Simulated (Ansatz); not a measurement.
# Ge wire along [100], 21 atoms a period, H-terminated: bands by functional and under strain, part 3 of 3

Wanted: the relaxed geometry and the bands of the Ge wire along [100], 21 atoms a period, H-terminated.

Ansatz 0.2.0; DFT PBE, plane waves, PAW; relaxation of a wire's period; PAW set soft_1 (the session's first sound run).

So far, band gap (eV): step 3 (bands of the perfect wire, PBE) 2.56; step 4 (another level of theory, cutoff 500 eV, k-mesh 1×1×11, r2SCAN PBE) 2.92; step 5 (levels at the same atoms, level HSE06, cutoff 420 eV, HSE06 PBE) 3.35.

### 6. Strain along the wire, period over the relaxed period 1.06, k-mesh 1×1×10

This step: DFT PBE, plane waves, PAW; relaxation at a fixed period; PAW set soft_1 (Ansatz 0.2.0).

The period is set to 1.06 times the relaxed one and the atoms relax within it: strain changes bond lengths and angles, which shifts the bands against each other. Against the first PBE run of this kind, the mesh along the wire has 10 points against 14.

The cell differs from the one that the last finished run ended in (c 5.789 → 6.136 Å).

Contents of input.yaml:

```yaml
crystal:
  lattice:
    - [17.241, 0.0, 0.0]
    - [0.0, 17.241, 0.0]
    - [0.0, 0.0, 6.1364845267]
  atoms:
    - { symbol: Ge, position: [0.335377406, 0.335377406, 0.994734413] }
    - { symbol: Ge, position: [0.335377406, 0.664641899, 0.005265587] }
    - { symbol: Ge, position: [0.500009653, 0.500009653, 0.0] }
    - { symbol: Ge, position: [0.664641899, 0.335377406, 0.005265587] }
    - { symbol: Ge, position: [0.664641899, 0.664641899, 0.994734413] }
    - { symbol: H, position: [0.189139673, 0.543647224, 0.141007395] }
    - { symbol: H, position: [0.456372081, 0.810879632, 0.141007395] }
    - { symbol: H, position: [0.543647224, 0.189139673, 0.141007395] }
    - { symbol: H, position: [0.810879632, 0.456372081, 0.141007395] }
    - { symbol: H, position: [0.282749584, 0.282749584, 0.146344972] }
    - { symbol: H, position: [0.717269721, 0.717269721, 0.146344972] }
    - { symbol: Ge, position: [0.253765969, 0.588503444, 0.268796541] }
    - { symbol: Ge, position: [0.417351813, 0.417351813, 0.248259029] }
    - { symbol: Ge, position: [0.411515861, 0.746253336, 0.268796541] }
    - { symbol: Ge, position: [0.588503444, 0.253765969, 0.268796541] }
    - { symbol: Ge, position: [0.582667492, 0.582667492, 0.248259029] }
    - { symbol: Ge, position: [0.746253336, 0.411515861, 0.268796541] }
    - { symbol: H, position: [0.213406754, 0.645850425, 0.436216754] }
    - { symbol: H, position: [0.354168881, 0.786612551, 0.436216754] }
    - { symbol: H, position: [0.645850425, 0.213406754, 0.436216754] }
    - { symbol: H, position: [0.786612551, 0.354168881, 0.436216754] }
    - { symbol: Ge, position: [0.334624322, 0.500009653, 0.5] }
    - { symbol: Ge, position: [0.500009653, 0.334624322, 0.5] }
    - { symbol: Ge, position: [0.500009653, 0.665394983, 0.5] }
    - { symbol: Ge, position: [0.665394983, 0.500009653, 0.5] }
    - { symbol: H, position: [0.213406754, 0.354168881, 0.563783246] }
    - { symbol: H, position: [0.354168881, 0.213406754, 0.563783246] }
    - { symbol: H, position: [0.645850425, 0.786612551, 0.563783246] }
    - { symbol: H, position: [0.786612551, 0.645850425, 0.563783246] }
    - { symbol: Ge, position: [0.253765969, 0.411515861, 0.731203459] }
    - { symbol: Ge, position: [0.411515861, 0.253765969, 0.731203459] }
    - { symbol: Ge, position: [0.417351813, 0.582667492, 0.751740971] }
    - { symbol: Ge, position: [0.582667492, 0.417351813, 0.751740971] }
    - { symbol: Ge, position: [0.588503444, 0.746253336, 0.731203459] }
    - { symbol: Ge, position: [0.746253336, 0.588503444, 0.731203459] }
    - { symbol: H, position: [0.282749584, 0.717269721, 0.853655028] }
    - { symbol: H, position: [0.717269721, 0.282749584, 0.853655028] }
    - { symbol: H, position: [0.189139673, 0.456372081, 0.858992605] }
    - { symbol: H, position: [0.456372081, 0.189139673, 0.858992605] }
    - { symbol: H, position: [0.543647224, 0.810879632, 0.858992605] }
    - { symbol: H, position: [0.810879632, 0.543647224, 0.858992605] }
kpoints:
  mp_grid: { grid: [1, 1, 10] }
  band_path: { path: ["Γ", Z], npoints: 90 }
scf:
  occupations: { method: fermi_dirac, width: 0.05 }
hamiltonian:
  xc: pbe
  pseudopotentials: { kind: paw, azcp: { folder: soft_1 } }
relax:
  max_steps: 40
  f_tol: 0.02
output:
  stress: true
```

Launch:

```
$ ansatz run input.yaml --threads 4 --pin off --max-ram 16384MiB --backend cpu --events-out ev --progress --plain --runs-dir out
```

Numbers of over 12 decimals in the logs are rounded to 6 here.

What it wrote:

```text
Warning: output.stress: scf.convergence.dr2_threshold = 1e-7 eV (the SCF's general default) is looser than the 4.1e-9 eV advised for a printed stress (1e-10 eV for each atom of the cell: 41). What an SCF threshold leaves in a stress goes as its square root, and in the free energy as the threshold itself, and one threshold admits the most on a small cell: [figures from the program's tests cut] Every solve of this run  [...]
[...]
Crystal: 41 atoms, lattice volume = 1824.083 Å³
Basis set: ecut = 420 eV, 35685 PW (Γ), exchange–correlation on 240×240×90 points (8 copies of the dense FFT grid, shifted against one another)
Bands: 198, of which v1, the nominal top of the filled ones, is band 157 counted from 1 (156 counted from 0)
Symmetry: 8 space group operations
[...]
k-points: 6 of 10
[...]
SCF iter   1: F=—  HF=-90511.766869 eV  |F-HF|=—  |Δ(HF+E_count)|=         —  Δρ=3.35e-2  dr2=1.73e1  ethr=3.10e-3  ⟨swp⟩=6.3  Hψ=4614  notcnv=0  defer=56
[...]
SCF iter   8: F=-90507.112315 eV  HF=-90507.112310 eV  |F-HF|=5.14e-6  |Δ(HF+E_count)|=   4.76e-5  Δρ=1.19e-5  dr2=2.23e-6  ethr=3.18e-9  ⟨swp⟩=4.0  Hψ=3372  notcnv=0
SCF 1 converged in 8 iterations: F = -90507.112315 eV  dr2 = 2.23e-6
[...]
relax step   1: F+E_penalty+E_count = -90507.11231510 eV  Δ(F+E_penalty+E_count) = +0.000e0 eV  max|allowed force component| = 4.217e-1 eV/Å  Δτ_max = 0.0000 Å  (8 SCF iters, dr2 threshold 1.00e-5 eV, accepted)
[...]
SCF iter   7: F=-90507.445667 eV  HF=-90507.445667 eV  |F-HF|=2.14e-7  |Δ(HF+E_count)|=   2.69e-6  Δρ=8.29e-6  dr2=9.02e-7  ethr=3.54e-9  ⟨swp⟩=4.0  Hψ=3336  notcnv=0
SCF 2 converged in 7 iterations: F = -90507.445667 eV  dr2 = 9.02e-7
relax step   2: F+E_penalty+E_count = -90507.44566684 eV  Δ(F+E_penalty+E_count) = -3.334e-1 eV  max|allowed force component| = 3.402e-1 eV/Å  Δτ_max = 0.1941 Å  (7 SCF iters, dr2 threshold 1.11e-5 eV, accepted)
SCF iter   1: F=—  HF=-90507.530717 eV  |F-HF|=—  |Δ(HF+E_count)|=         —  Δρ=3.26e-3  dr2=1.07e-1  ethr=3.15e-4  ⟨swp⟩=3.8  Hψ=2062  notcnv=0  defer=198
[...]
SCF iter   6: F=-90507.513587 eV  HF=-90507.513587 eV  |F-HF|=2.02e-7  |Δ(HF+E_count)|=   4.77e-6  Δρ=1.20e-5  dr2=2.04e-6  ethr=2.30e-9  ⟨swp⟩=4.2  Hψ=3409  notcnv=0
SCF 3 converged in 6 iterations: F = -90507.513587 eV  dr2 = 2.04e-6
[...]
relax step   3: F+E_penalty+E_count = -90507.51358715 eV  Δ(F+E_penalty+E_count) = -6.792e-2 eV  max|allowed force component| = 1.140e-1 eV/Å  Δτ_max = 0.0579 Å  (6 SCF iters, dr2 threshold 7.24e-6 eV, accepted)
[...]
relax step   4: F+E_penalty+E_count = -90507.51874367 eV  Δ(F+E_penalty+E_count) = -5.157e-3 eV  max|allowed force component| = 1.482e-2 eV/Å  Δτ_max = 0.0163 Å  (6 SCF iters, dr2 threshold 1.46e-6 eV, accepted)
[...]
SCF iter   3: F=-90507.518744 eV  HF=-90507.518744 eV  |F-HF|=2.42e-8  |Δ(HF+E_count)|=   8.83e-9  Δρ=1.23e-6  dr2=5.13e-8  ethr=3.18e-11  ⟨swp⟩=4.0  Hψ=3256  notcnv=0
SCF 5 converged in 3 iterations: F = -90507.518744 eV  dr2 = 5.13e-8
[...]
relax step   5: F+E_penalty+E_count = -90507.51874381 eV  Δ(F+E_penalty+E_count) = -1.368e-7 eV  max|allowed force component| = 1.483e-2 eV/Å  Δτ_max = 0.0000 Å  (3 SCF iters, accepted)
[...]
the band table was solved once a step of the walk had ended and its energy, with any forces and stress, was formed, with the checks that follow a solve (5484 applications of the Hamiltonian). They found nothing against the state; the energy, forces and stress were not computed again (output.eigenvalues in the input reference)
[...]
SCF converged after 3 iterations
Free energy (F): -90507.518744 eV
[...]
Internal energy: -90507.518744 eV  (E = F + TS)
E sigma→0 (E₀):  -90507.518744 eV
Fermi energy:    -0.793879 eV
[...]
--- Forces (eV/Å), atoms counted from 1 ---
  atom   1  Ge     0.01374830     0.01374830    -0.00204281
  atom   2  Ge     0.01374830    -0.01374830     0.00204281
  atom   3  Ge    -0.00000000     0.00000000     0.00000000
  atom   4  Ge    -0.01374830     0.01374830     0.00204281
  atom   5  Ge    -0.01374830    -0.01374830    -0.00204281
  atom   6  H     -0.00389348    -0.00873883     0.00082745
  atom   7  H      0.00873883     0.00389348     0.00082745
  atom   8  H     -0.00873883    -0.00389348     0.00082745
  atom   9  H      0.00389348     0.00873883     0.00082745
  atom  10  H     -0.00439477    -0.00439477     0.00124248
  atom  11  H      0.00439477     0.00439477     0.00124248
  atom  12  Ge     0.00954784     0.00830556    -0.00916075
  atom  13  Ge     0.00496930     0.00496930     0.01483415
  atom  14  Ge    -0.00830556    -0.00954784    -0.00916075
  atom  15  Ge     0.00830556     0.00954784    -0.00916075
  atom  16  Ge    -0.00496930    -0.00496930     0.01483415
  atom  17  Ge    -0.00954784    -0.00830556    -0.00916075
  atom  18  H     -0.00752566     0.00676192     0.00274560
  atom  19  H     -0.00676192     0.00752566     0.00274560
  atom  20  H      0.00676192    -0.00752566     0.00274560
  atom  21  H      0.00752566    -0.00676192     0.00274560
  atom  22  Ge    -0.00343276     0.00000000     0.00000000
  atom  23  Ge    -0.00000000    -0.00343276    -0.00000000
  atom  24  Ge    -0.00000000     0.00343276     0.00000000
  atom  25  Ge     0.00343276     0.00000000     0.00000000
  atom  26  H     -0.00752566    -0.00676192    -0.00274560
  atom  27  H     -0.00676192    -0.00752566    -0.00274560
  atom  28  H      0.00676192     0.00752566    -0.00274560
  atom  29  H      0.00752566     0.00676192    -0.00274560
  atom  30  Ge     0.00954784    -0.00830556     0.00916075
  atom  31  Ge    -0.00830556     0.00954784     0.00916075
  atom  32  Ge     0.00496930    -0.00496930    -0.01483415
  atom  33  Ge    -0.00496930     0.00496930    -0.01483415
  atom  34  Ge     0.00830556    -0.00954784     0.00916075
  atom  35  Ge    -0.00954784     0.00830556     0.00916075
  atom  36  H     -0.00439477     0.00439477    -0.00124248
  atom  37  H      0.00439477    -0.00439477    -0.00124248
  atom  38  H     -0.00389348     0.00873883    -0.00082745
  atom  39  H      0.00873883    -0.00389348    -0.00082745
  atom  40  H     -0.00873883     0.00389348    -0.00082745
  atom  41  H      0.00389348    -0.00873883    -0.00082745
  max |Σ_I F_I| component: 5.20e-18 eV/Å
--- Stress (GPa, compression-positive) ---
        0.005809       0.000000       0.000000
        0.000000       0.005809      -0.000000
        0.000000      -0.000000      -0.853745
  P = ⅓ Tr σ = -0.2807 GPa (-2.807 kbar)
--- Band table (eV; the first three rows and the last of 6) ---
  k-point 0: bands = [... 153 lower, -2.2642, -2.1249, -1.9933, -1.9933, 0.4978, 0.7409, 0.9327, 0.9327, ... 37 higher]
  k-point 1: bands = [... 153 lower, -2.3223, -2.1662, -2.0039, -2.0039, 0.5380, 0.8363, 0.9647, 0.9694, ... 37 higher]
  k-point 2: bands = [... 153 lower, -2.4387, -2.2904, -2.0352, -2.0352, 0.6221, 0.8065, 0.8065, 0.9746, ... 37 higher]
  k-point 5: bands = [... 153 lower, -2.5108, -2.5108, -2.4869, -2.4804, 0.3284, 0.5189, 0.5900, 0.5900, ... 37 higher]
--- Relaxed structure (5 steps of the walk, 5 accepted, 0 SCFs on fresh bases) ---
  F+E_penalty+E_count = -90507.51874381 eV   max|allowed force component| = 1.483e-2 eV/Å
  atoms:
    - { symbol: Ge, position: [0.339183, 0.339183, 0.991331] }
    - { symbol: Ge, position: [0.339183, 0.660837, 0.00866933] }
    - { symbol: Ge, position: [0.500010, 0.500010, 4.339465535779862e-19] }
    - { symbol: Ge, position: [0.660837, 0.339183, 0.00866933] }
    - { symbol: Ge, position: [0.660837, 0.660837, 0.991331] }
    - { symbol: H, position: [0.194749, 0.538658, 0.152997] }
    - { symbol: H, position: [0.461362, 0.805270, 0.152997] }
    - { symbol: H, position: [0.538658, 0.194749, 0.152997] }
    - { symbol: H, position: [0.805270, 0.461362, 0.152997] }
    - { symbol: H, position: [0.284102, 0.284102, 0.119517] }
    - { symbol: H, position: [0.715917, 0.715917, 0.119517] }
    - { symbol: Ge, position: [0.258575, 0.586432, 0.268339] }
    - { symbol: Ge, position: [0.418771, 0.418771, 0.248560] }
    - { symbol: Ge, position: [0.413587, 0.741444, 0.268339] }
    - { symbol: Ge, position: [0.586432, 0.258575, 0.268339] }
    - { symbol: Ge, position: [0.581248, 0.581248, 0.248560] }
    - { symbol: Ge, position: [0.741444, 0.413587, 0.268339] }
    - { symbol: H, position: [0.217246, 0.647361, 0.413295] }
    - { symbol: H, position: [0.352658, 0.782773, 0.413295] }
    - { symbol: H, position: [0.647361, 0.217246, 0.413295] }
    - { symbol: H, position: [0.782773, 0.352658, 0.413295] }
    - { symbol: Ge, position: [0.337689, 0.500010, 0.5] }
    - { symbol: Ge, position: [0.500010, 0.337689, 0.5] }
    - { symbol: Ge, position: [0.500010, 0.662330, 0.5] }
    - { symbol: Ge, position: [0.662330, 0.500010, 0.5] }
    - { symbol: H, position: [0.217246, 0.352658, 0.586705] }
    - { symbol: H, position: [0.352658, 0.217246, 0.586705] }
    - { symbol: H, position: [0.647361, 0.782773, 0.586705] }
    - { symbol: H, position: [0.782773, 0.647361, 0.586705] }
    - { symbol: Ge, position: [0.258575, 0.413587, 0.731661] }
    - { symbol: Ge, position: [0.413587, 0.258575, 0.731661] }
    - { symbol: Ge, position: [0.418771, 0.581248, 0.751440] }
    - { symbol: Ge, position: [0.581248, 0.418771, 0.751440] }
    - { symbol: Ge, position: [0.586432, 0.741444, 0.731661] }
    - { symbol: Ge, position: [0.741444, 0.586432, 0.731661] }
    - { symbol: H, position: [0.284102, 0.715917, 0.880483] }
    - { symbol: H, position: [0.715917, 0.284102, 0.880483] }
    - { symbol: H, position: [0.194749, 0.461362, 0.847003] }
    - { symbol: H, position: [0.461362, 0.194749, 0.847003] }
    - { symbol: H, position: [0.538658, 0.805270, 0.847003] }
    - { symbol: H, position: [0.805270, 0.538658, 0.847003] }
```

Wall time 24 min (4 threads of Arm Neoverse V1, shared host); peak memory 12 GiB; 1.6 h of CPU time.

Step by step:

```
step  energy less that of the first step (eV)  largest force component (eV/Å)
   1                                   0.0000                          0.4217
   2                                  -0.3334                          0.3402
   3                                  -0.4013                          0.1140
   4                                  -0.4064                          0.0148
   5                                  -0.4064                          0.0148
```

Forces are held to the 8 operations that the run works with; a distortion that breaks them can't arise in this run.

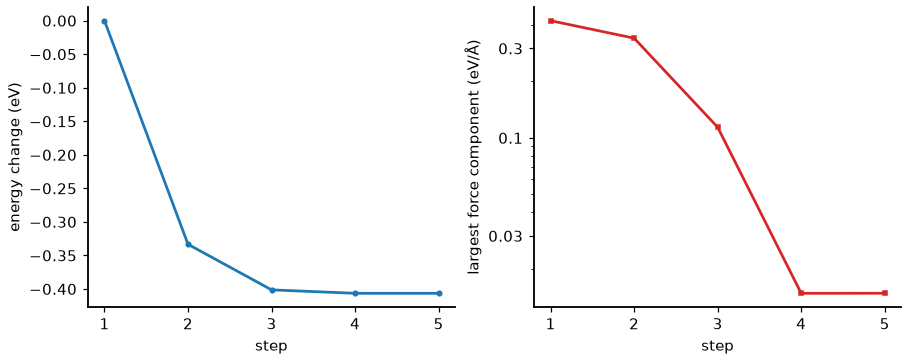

Energy and largest force along the relaxation.

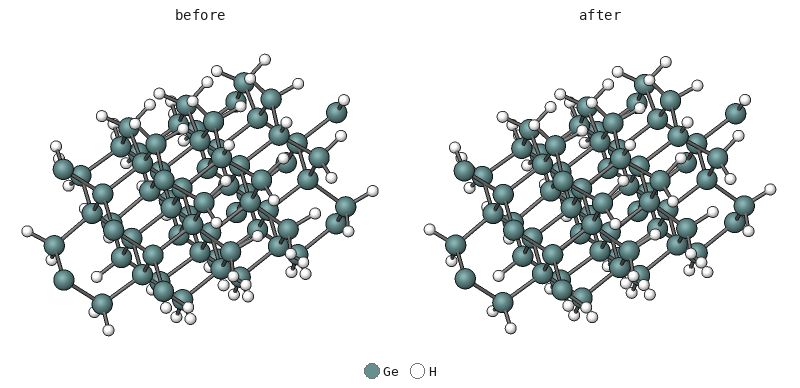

The structure before and after the relaxation, drawn at the same scale.

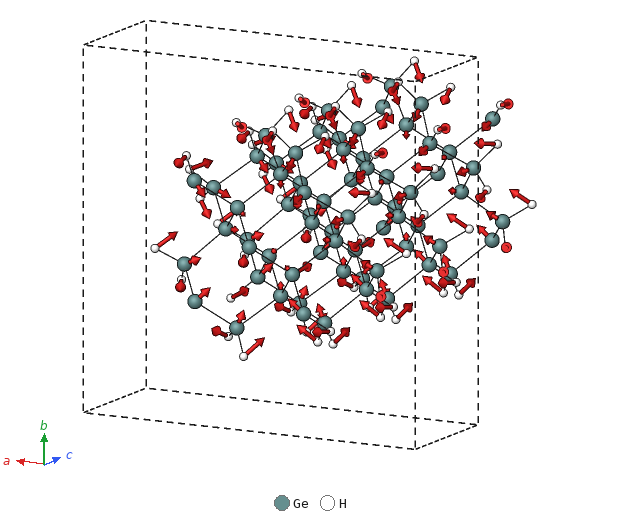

Displacements in the relaxation, exaggerated; the longest in the cell stands for 0.17 Å. 1×1×3 cells are drawn. Some periodic images of atoms are drawn too.

The atoms that moved most (Å):

```
atom      dx      dy      dz  length
 H10   0.023   0.023  -0.165   0.168
 H36   0.023  -0.023   0.165   0.168
 H37  -0.023   0.023   0.165   0.168
 H11  -0.023  -0.023  -0.165   0.168
 H26   0.066  -0.026   0.141   0.158
 H27  -0.026   0.066   0.141   0.158
 H21  -0.066  -0.026  -0.141   0.158
 H19  -0.026  -0.066  -0.141   0.158
```

This step gave:

```yaml
band_gap: 2.322 eV
```

Electronic bands along the path, in eV, zero at the Fermi level; v1 is the highest filled band, c1 the lowest empty one:

```
point     v4     v3     v2     v1    c1    c2    c3    c4
    Γ  -1.47  -1.33  -1.20  -1.20  1.29  1.53  1.73  1.73
    Z  -1.72  -1.72  -1.69  -1.69  1.12  1.31  1.38  1.38
```

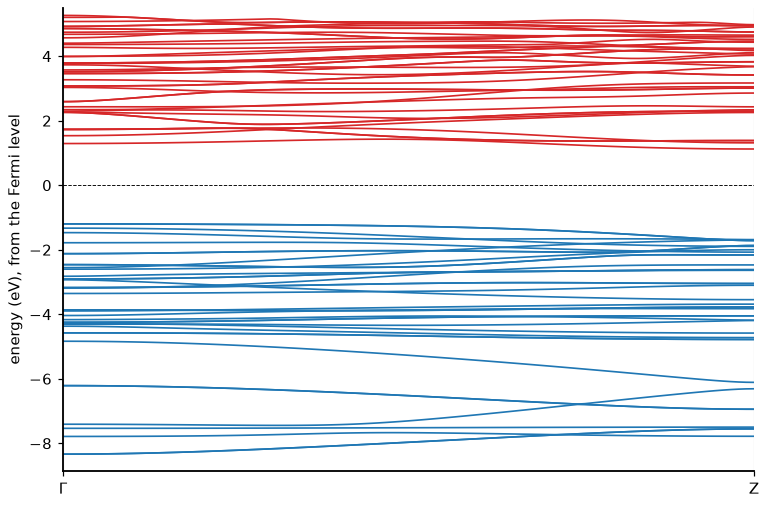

Electronic bands along the path; lines of filled and empty bands in two colours.

The gap is 2.32 eV, against 2.56 eV under PBE at the relaxed period.

### 7. At a strained period, period over the relaxed period 0.97, k-mesh 1×1×11

The period is set to 0.97 times the relaxed one and the atoms relax within it: strain changes bond lengths and angles, which shifts the bands against each other. Against the first PBE run of this kind, the mesh along the wire has 11 points against 14.

The cell differs from the one that the last finished run ended in (c 6.136 → 5.615 Å).

Changes to input.yaml since step 6:

```diff
@@ -4,3 +4,3 @@
     - [0.0, 17.241, 0.0]
-    - [0.0, 0.0, 6.1364845267]
+    - [0.0, 0.0, 5.6154622555]
   atoms:
@@ -48,3 +48,3 @@
 kpoints:
-  mp_grid: { grid: [1, 1, 10] }
+  mp_grid: { grid: [1, 1, 11] }
   band_path: { path: ["Γ", Z], npoints: 90 }
```

What it wrote:

```text
[...]
Crystal: 41 atoms, lattice volume = 1669.208 Å³
Basis set: ecut = 420 eV, 32707 PW (Γ), exchange–correlation on 240×240×80 points (8 copies of the dense FFT grid, shifted against one another)
Bands: 198, of which v1, the nominal top of the filled ones, is band 157 counted from 1 (156 counted from 0)
Symmetry: 8 space group operations
[...]
- { symbol: Ge, position: [0.583396, 0.416624, 0.751424] }
    - { symbol: Ge, position: [0.589760, 0.748957, 0.731041] }
    - { symbol: Ge, position: [0.748957, 0.589760, 0.731041] }
[...]
- { symbol: H, position: [0.185953, 0.453454, 0.865738] }
    - { symbol: H, position: [0.453454, 0.185953, 0.865738] }
    - { symbol: H, position: [0.546565, 0.814066, 0.865738] }
    - { symbol: H, position: [0.814066, 0.546565, 0.865738] }
[key lines of the parts left out:]
SCF converged after 6 iterations
Free energy (F): -90507.729647 eV
Fermi energy:    -0.235346 eV
P = ⅓ Tr σ = 0.1306 GPa (1.306 kbar)
```

Wall time 22 min (4 threads); peak memory 11 GiB; 87 min of CPU time.

Step by step:

```
step  energy less that of the first step (eV)  largest force component (eV/Å)
   1                                   0.0000                          0.2380
   2                                  -0.1062                          0.1400
   3                                  -0.1219                          0.0418
   4                                  -0.1233                          0.0077
```

The run keeps the 8 symmetry operations that it works with, so distortions that break them were not tested.

The atoms that moved most (Å):

```
atom      dx      dy      dz  length
 H41   0.055   0.050   0.038   0.084
 H40   0.050   0.055   0.038   0.084
  H7  -0.050   0.055  -0.038   0.084
  H9   0.055  -0.050  -0.038   0.084
  H8   0.050  -0.055  -0.038   0.084
  H6  -0.055   0.050  -0.038   0.084
 H38  -0.055  -0.050   0.038   0.084
 H39  -0.050  -0.055   0.038   0.084
```

Numbers from this step:

```yaml
band_gap: 2.552 eV
```

The gap is 2.55 eV, against 2.56 eV under PBE at the relaxed period.

### 8. Outcome

```
cell length, PBE           : 5.789 Å
gap, PBE                   : 2.56 eV
gap, r2SCAN                : 2.92 eV
gap, HSE06                 : 3.35 eV
gap, period scaled by 1.06 : 2.32 eV
gap, period scaled by 0.97 : 2.55 eV
```

Under PBE the cell's length is 5.79 Å, and a gap of 2.56 eV makes it a semiconductor. At the relaxed period the wire is gapped under every functional, from 2.56 eV (PBE) to 3.35 eV (HSE06). Weak screening in one dimension makes quasiparticle gaps larger than the semilocal gaps, as a rule. Strain matters: under PBE the gap goes from 2.56 eV to 2.55 eV at 0.97 times the period and 2.32 eV at 1.06 times the period. A hybrid's gap is read on a coarse mesh, without a band path.

[Logs are printed without paths, hosts, clocks, repeated set-up lines and the standing remarks that a program may print on its own settings, such as how far it seeks lower states.]

[Hosts, paths, dates, database ids (printed as entryN), source tags and the programs' standing remarks are cut or masked in the printed files.]
